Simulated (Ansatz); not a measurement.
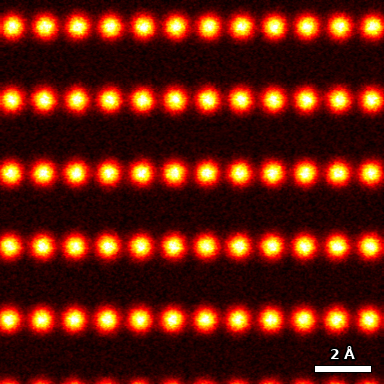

HAADF-like image of a crystal. Simulated incoherent Z contrast: every atom adds Z^1.7 spread by a probe of 0.60 Å full width; channelling and multiple scattering are left out. The display is stretched by a gamma of 0.8; percentages refer to the linear signal. Shot noise and a slight drift were added.

Question: What two-dimensional lattice does the image show, and how large is its cell?

Answer: The pattern repeats on a rectangular net of 1.2 × 2.7 Å.

Question: Which plane group does this projection have?

Answer: p2mm: mirror lines in two perpendicular directions, with twofold points where they cross.

Question: How many columns does the smallest repeating cell hold, and how many levels of brightness?

Answer: 1 column in the primitive cell of 3.2 Å², all of one brightness.

The crystal is MoSe (Fm-3m, No. 225) seen along [210]. Model: the geometry given to an electronic-structure calculation, possibly off equilibrium; the starting structure was generated, so it need not be a known form of this composition.
